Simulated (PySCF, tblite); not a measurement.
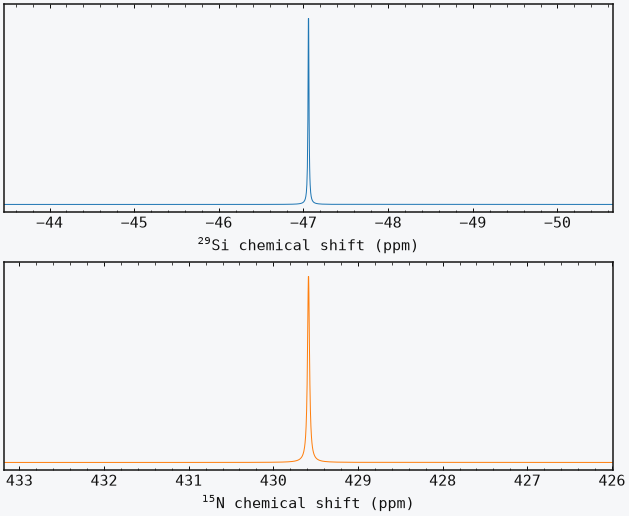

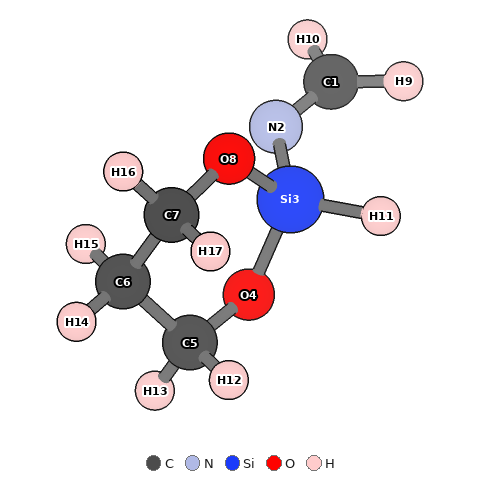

Spectrum and numbered structure of C₄H₉NO₂Si, SMILES C=N[SiH]1OCCCO1. GIAO shifts, PBE0/pcSseg-1 in PySCF, at a GFN2-xTB geometry (a minimum by its frequencies), against TMS for ²⁹Si and NH₃ for ¹⁵N computed at the same level (¹⁵N: a single molecule, while the usual scales start at liquid NH₃ or nitromethane; multiply bonded nitrogen can come out tens of ppm too deshielded). Gas phase, fully decoupled, line heights follow the number of nuclei, widths are arbitrary (no quadrupolar broadening); values of one conformer, averaged over methyl-type rotors and exact or near symmetry; other conformers aren't averaged in.

Q: Where does the ²⁹Si line lie?

A: At −47.1 ppm (Si3).

Q: Where does the ¹⁵N line lie?

A: At 429.6 ppm (N2).

Known limits of this run: the tight-binding geometry is rougher than a DFT one and adds to the error.
